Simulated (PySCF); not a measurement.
## Stability calculation, with input and output: ClF

ClF (chlorine monofluoride), SMILES FCl, computed with M08-HX/aug-pcseg-1, RKS (PySCF 2.14.0).

The geometry comes from this level: GFN2-xTB.

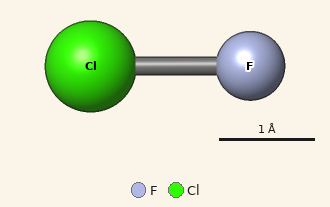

The structure (ball-and-stick view, seen on its broad side).

Key numbers

| quantity | value |
| --- | --- |
| outcome | converged |
| total energy | −559.862671 hartree |
| basis functions | 50 |
| SCF solution under orbital rotations | stable |
| HOMO | −11.33 eV |
| LUMO | −2.70 eV |
| dipole moment | 1.14 D |
| hardware | 1 thread of Arm Neoverse V2, 24 GiB of memory available, shared host |
| wall time | 18 s |
| peak memory | 0.26 GiB |

Settings chosen away from the usual ones: tied set to false; symmetry set to false (from true).

Input (calc.py)
```python
# chlorine monofluoride
from pyscf import gto, dft

mol = gto.Mole()
mol.atom = '''
F        0.000000       0.000000       0.000000
Cl       0.000000       0.000000       1.682250
'''
mol.verbose = 4
mol.basis = 'aug-pcseg-1'
mol.max_memory = 1860
mol.build()

mf = dft.RKS(mol, xc='hyb_mgga_x_m08_hx,mgga_c_m08_hx')
mf = mf.density_fit(auxbasis='def2-universal-jkfit')
mf.kernel()

e_tot = mf.e_tot
print(f'total energy: {e_tot:.8f} hartree')
mo_i, mo_e, stable_i, stable_e = mf.stability(internal=True, external=True, return_status=True)
print('stable: internal', stable_i, 'external', stable_e)
```

Launch command:
```bash
OMP_NUM_THREADS=1 python calc.py
```

Output
```
PySCF version 2.14.0

[INPUT] num. atoms = 2
[INPUT] num. electrons = 26
[INPUT] charge = 0
[INPUT] spin (= nelec alpha-beta = 2S) = 0
[INPUT] symmetry False subgroup None
[INPUT] Mole.unit = angstrom
[INPUT] Symbol           X                Y                Z      unit          X                Y                Z       unit  Magmom
[INPUT]  1 F      0.000000000000   0.000000000000   0.000000000000 AA    0.000000000000   0.000000000000   0.000000000000 Bohr   0.0
[INPUT]  2 Cl     0.000000000000   0.000000000000   1.682250000000 AA    0.000000000000   0.000000000000   3.178991773050 Bohr   0.0

nuclear repulsion = 48.1284667978957
number of shells = 6
number of NR pGTOs = 87
number of NR cGTOs = 50
basis = aug-pcseg-1
ecp = {}

******** <class 'pyscf.df.df_jk.DFRKS'> ********
method = DFRKS
initial guess = minao
damping factor = 0
level_shift factor = 0
DIIS = <class 'pyscf.scf.diis.CDIIS'>
diis_start_cycle = 1
diis_space = 8
diis_damp = 0
SCF conv_tol = 1e-09
SCF conv_tol_grad = None
SCF max_cycles = 50
direct_scf = False
XC library pyscf.dft.libxc version 7.0.0
    S. Lehtola, C. Steigemann, M. J.T. Oliveira, and M. A.L. Marques.,  SoftwareX 7, 1–5 (2018)
XC functionals = hyb_mgga_x_m08_hx,mgga_c_m08_hx
radial grids:
    Treutler-Ahlrichs [JCP 102, 346 (1995); DOI:10.1063/1.469408] (M4) radial grids

becke partition: Becke, JCP 88, 2547 (1988); DOI:10.1063/1.454033
pruning grids: <function nwchem_prune>
grids dens level: 3
symmetrized grids: False
atomic radii adjust function: <function treutler_atomic_radii_adjust>
small_rho_cutoff = 0
Set gradient conv threshold to 3.16228e-05
Initial guess from minao.
tot grids = 33144
******** <class 'pyscf.df.df.DF'> ********
auxbasis = def2-universal-jkfit
init E= -559.881497077131
  HOMO = -0.364245519245749  LUMO = -0.181066857659371  gap/eV = 4.98455
cycle= 1 E= -559.848593192811  delta_E= 0.0329  |g|= 0.25  |ddm|= 1.68
  HOMO = -0.440536958623641  LUMO = -0.119779757004542  gap/eV = 8.72825
cycle= 2 E= -559.85250834518  delta_E= -0.00392  |g|= 0.229  |ddm|=  0.4
  HOMO = -0.420122191062595  LUMO = -0.107060960386341  gap/eV = 8.51883
cycle= 3 E= -559.86162973161  delta_E= -0.00912  |g|= 0.0789  |ddm|= 0.219
  HOMO = -0.414843284886796  LUMO = -0.0982730219327257  gap/eV = 8.61432
cycle= 4 E= -559.862660505931  delta_E= -0.00103  |g|= 0.00665  |ddm|= 0.0476
  HOMO = -0.416340424818978  LUMO = -0.0992003513926671  gap/eV = 8.62982
cycle= 5 E= -559.862670995457  delta_E= -1.05e-05  |g|= 0.00117  |ddm|= 0.00699
  HOMO = -0.416224763729241  LUMO = -0.099093784134284  gap/eV = 8.62957
cycle= 6 E= -559.862671396105  delta_E= -4.01e-07  |g|= 0.00022  |ddm|= 0.00134
  HOMO = -0.416184552925784  LUMO = -0.0990666303033336  gap/eV = 8.62922
cycle= 7 E= -559.862671410636  delta_E= -1.45e-08  |g|= 4.28e-05  |ddm|= 0.000329
  HOMO = -0.416195638874749  LUMO = -0.0990765364796764  gap/eV = 8.62925
cycle= 8 E= -559.862671411123  delta_E= -4.87e-10  |g|= 3.18e-06  |ddm|= 5.75e-05
  HOMO = -0.416194902531551  LUMO = -0.0990758457020138  gap/eV = 8.62925
Extra cycle  E= -559.862671411124  delta_E= -1.25e-12  |g|= 3.1e-06  |ddm|= 5.29e-06
converged SCF energy = -559.862671411124
total energy: -559.86267141 hartree
rhf_internal: lowest eigs of H = [0.64548876 0.64549153 1.24439683]
<class 'pyscf.df.df_jk.DFRKS'> wavefunction is stable in the internal stability analysis
rhf_real2complex: lowest eigs of H = [0.1069448  0.10694751 0.25016335]
<class 'pyscf.df.df_jk.DFRKS'> wavefunction is stable in the real -> complex stability analysis
rhf_external: lowest eigs of H = [0.09528264 0.0952831  0.21184454]
<class 'pyscf.df.df_jk.DFRKS'> wavefunction is stable in the RHF/RKS -> UHF/UKS stability analysis
stable: internal True external True
```

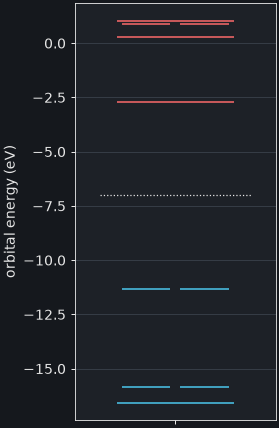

Orbital energies near the frontier; the dotted line parts filled from empty levels, and levels within 0.02 eV of each other stand side by side. Highest filled −11.33 eV, lowest empty −2.70 eV, 8.63 eV apart.
